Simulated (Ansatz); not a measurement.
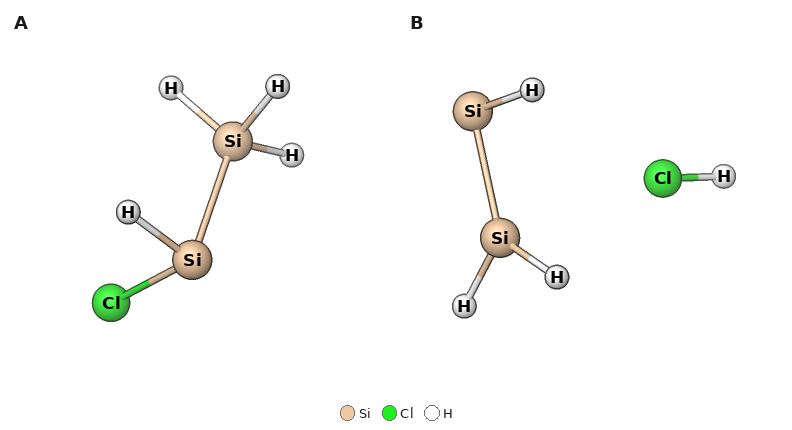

2 stationary structures of one formula. State: charge −1, singlet. Geometries: PBE0-D4/def2-TZVPD. Electronic energies: RHF-CCSD(T) (frozen core)/def2-TZVPPD (Ansatz 0.2.0), without zero-point energy. No frequency run is at hand to confirm each as a minimum. Each is one conformer, not always the lowest.

Which is lowest in energy, and by how much?

Answer. A is lowest (C1); B lies 2.473 eV above it (C1).

Give E(B) − E(A) in eV at these levels too: PBE0-D4/def2-TZVPPD; PBE-D4/def2-TZVPPD; r2SCAN-D4/def2-TZVPPD; B3LYP-D4/def2-TZVPPD; RHF-CCSD(T) (frozen core)/def2-TZVPPD; ωB97M-V/def2-TZVPPD; PBE0-D4/def2-TZVPD.

```csv
level,E(B) − E(A) (eV)
PBE0-D4/def2-TZVPPD,+2.606
PBE-D4/def2-TZVPPD,+2.422
r2SCAN-D4/def2-TZVPPD,+2.578
B3LYP-D4/def2-TZVPPD,+2.598
RHF-CCSD(T) (frozen core)/def2-TZVPPD,+2.473
ωB97M-V/def2-TZVPPD,+2.712
PBE0-D4/def2-TZVPD,+2.621
```
